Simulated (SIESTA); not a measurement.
Band structure of Bi3Pd5 (P-6m2, 8 atoms in the cell).

```xyz
8
Lattice="4.2599 0.0000 0.0000 -2.1299 3.6892 0.0000 0.0000 0.0000 11.1881" Properties=species:S:1:pos:R:3 pbc="T T T"
Bi     0.0000     0.0000     0.0000
Bi     0.0000     2.4594     8.1169
Bi     0.0000     2.4594     3.0711
Pd     2.1299     1.2297     6.9127
Pd     2.1299     1.2297     4.2754
Pd     2.1299     1.2297     1.4457
Pd     2.1299     1.2297     9.7423
Pd     0.0000     0.0000     5.5940
```

Method of the run: SIESTA 5.4.2 with LDA PW92, numerical atomic orbitals DZP, PseudoDojo LDA standard norm-conserving potentials (rewritten from UPF to PSML).

Settings: XC.functional = LDA; XC.authors = PW92; potentials = PseudoDojo LDA standard; PAO.BasisSize = DZP; PAO.EnergyShift = 0.01 Ry; MeshCutoff = 300 Ry; kgrid.MonkhorstPack = 8 8 3; OccupationFunction = FD; ElectronicTemperature = 0.1 eV; MaxSCFIterations = 150; SCF.Mixer.Method = Broyden; SCF.Mixer.Weight = 0.25; SCF.Mixer.History = 6; SCF.DM.Tolerance = 1.0E-05.

The starting cell comes from a database of computed structures (which also holds hypothetical and non-ambient phases and stackings), without a prior relaxation at this level. Spin-orbit coupling is off. Spin polarisation is off. Values carry the incompleteness of an atom-centred basis.

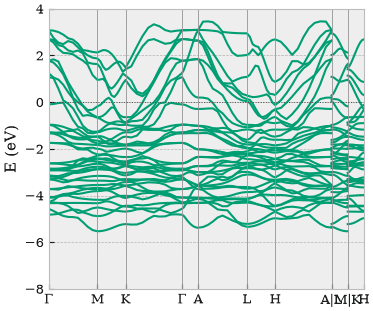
Fig. 1. Bands along the path, energies from the Fermi level.

Levels in eV from the Fermi level, bands 65 to 70:
| point | 65 | 66 | 67 | 68 | 69 | 70 |
|---|---|---|---|---|---|---|
| Γ | -0.10 | 1.08 | 1.25 | 1.78 | 1.78 | 2.71 |
| M | -1.29 | -1.26 | -0.67 | -0.65 | -0.18 | 0.95 |
| K | -1.22 | -0.97 | -0.90 | -0.86 | -0.64 | 0.95 |
| A | -0.29 | 0.20 | 1.85 | 1.85 | 2.64 | 2.64 |
| L | -1.17 | -1.08 | -0.97 | 0.04 | 0.13 | 0.29 |
| H | -1.17 | -0.90 | -0.63 | -0.33 | -0.30 | -0.12 |

Bands cross the Fermi level along this path, so the cell is metallic at this level.

Higher empty bands are left out: an atom-centred basis made for the valence describes them poorly.
